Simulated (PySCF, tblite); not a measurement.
**C6H8AlF3: geometry, infrared bands, NMR shifts and electronic excitations**

What infrared bands, NMR shifts and electronic excitations should C6H8AlF3 (`FC(F)=C(F)[C@H]1CC[CH2][AlH]1`) show?

Programs: tblite 0.8.0 and PySCF 2.14.0, with density-fitted response routines of our own. Each step states its level of theory. These are calculated values for one molecule in the gas phase, unless marked as measured. Atoms count from 0, in the outputs and in this text.

## Step 1: Starting geometry

18 atoms, charge 0, multiplicity 1; geometry from: force field or distance geometry start.

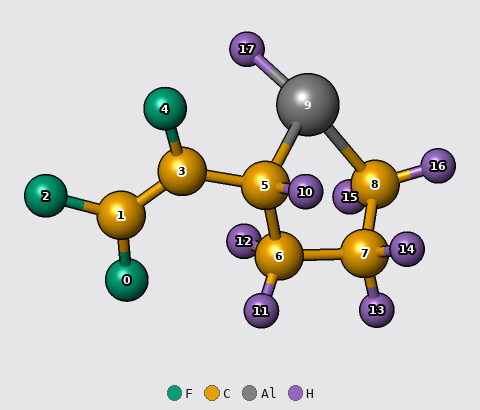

The starting geometry (fluorine teal, carbon amber, aluminium grey, hydrogen purple), atoms numbered.

## Step 2: Relaxing the molecule with GFN2-xTB

What the job is given:

```
{"job": {"kind": "relax", "xc": "GFN2-xTB", "basis": "xTB"}, "charge": 0, "multiplicity": 1}
F      2.265600    -1.373300     0.663700
C      2.655600    -0.171100     0.153300
F      3.975300     0.155300     0.334000
C      1.853600     0.674200    -0.480700
F      2.416200     1.833500    -0.911800
C      0.426000     0.453800    -0.734900
C     -0.123000    -0.853600    -0.210800
C     -1.612800    -0.811000    -0.378100
C     -2.181600     0.182400     0.630000
Al    -0.773700     1.609300     0.403600
H      0.150100     0.529400    -1.803800
H      0.362200    -1.697200    -0.695800
H      0.043100    -0.799400     0.914700
H     -2.000800    -1.829600    -0.132500
H     -1.936700    -0.561900    -1.413000
H     -2.186400    -0.213300     1.661800
H     -3.163600     0.541500     0.272500
H     -0.178000     2.337300     1.715900
```

The run is started by

```bash
$ OMP_NUM_THREADS=1 python probes_run.py task.json out
```

The driver reads the jobs from task.json and runs them one after another.

**Question.** This job is followed by: GFN2-xTB harmonic vibrations, gas phase; PBE0-D3(BJ)/def2-SVP geometry optimisation, gas phase; GIAO PBE0/pcSseg-1 NMR shielding, non-relativistic, gas phase; TDDFT B3LYP/def2-SVPD, vertical, gas phase, core orbitals frozen in the response. What will the session give for the following? strongest single infrared mode (GFN2-xTB); zero-point energy (GFN2-xTB); point group; rotational constants (main isotopes); 13C shifts against TMS (PBE0/pcSseg-1); 1H shifts against TMS (PBE0/pcSseg-1); 19F shifts against CFCl3 (PBE0/pcSseg-1); 27Al shifts against AlH4- (PBE0/pcSseg-1); lowest singlet (B3LYP/def2-SVPD); brightest single state of those computed; lowest triplet; vertical ionisation energy (ΔSCF).

As calculated:

| quantity | value |
| --- | --- |
| strongest single infrared mode (GFN2-xTB) | 1852 cm⁻¹, 442 km/mol |
| zero-point energy (GFN2-xTB) | 77.0 kcal/mol |
| point group | C1 |
| rotational constants (main isotopes) | 1.85, 0.87, 0.67 GHz |
| 13C shifts against TMS (PBE0/pcSseg-1) | 164.9, 144.2, 39.2, 29.0, 20.7, 8.8 ppm |
| 1H shifts against TMS (PBE0/pcSseg-1) | 5.11, 2.72, 2.24, 1.22, 1.06, 0.99, 0.55, 0.02 ppm |
| 19F shifts against CFCl3 (PBE0/pcSseg-1) | -110.5, -144.9, -155.6 ppm |
| 27Al shifts against AlH4- (PBE0/pcSseg-1) | 174.4 ppm |
| lowest singlet (B3LYP/def2-SVPD) | 5.18 eV (239 nm), f = 0.006 |
| brightest single state of those computed | state 8, 6.78 eV, f = 0.034 |
| lowest triplet | 4.45 eV |
| vertical ionisation energy (ΔSCF) | 8.87 eV |

What this shows: Over 168 steps the energy fell by 1.191 eV; of the close pairs, F0–Al9 changed most, 4.266 to 2.134 Å (GFN2-xTB). No mode is imaginary among the 48: a minimum at this level. The strongest single mode, at 1852 cm⁻¹, moves mainly H17. Unscaled tight-binding wavenumbers are off by several per cent, some by more. Its intensities can rank the bands wrongly. Relaxing lowered the energy by 0.397 eV in 12 steps; the close pair that moved most is F0–Al9, from 2.161 to 2.265 Å (PBE0/def2-SVP). At PBE0/pcSseg-1: The largest span, 155 ppm, is at F4, where the paramagnetic term is -138 ppm. The first singlet state (HOMO→LUMO 0.95) lies at 5.18 eV and is weak; of the 10 states computed, the strongest absorption comes from state 8 at 6.78 eV. The lowest triplet lies 0.74 eV below the lowest singlet (triplets in Tamm-Dancoff, singlets in full TDDFT). ΔSCF puts the ionisation energy at 8.87 eV, 1.92 eV above −ε(HOMO).
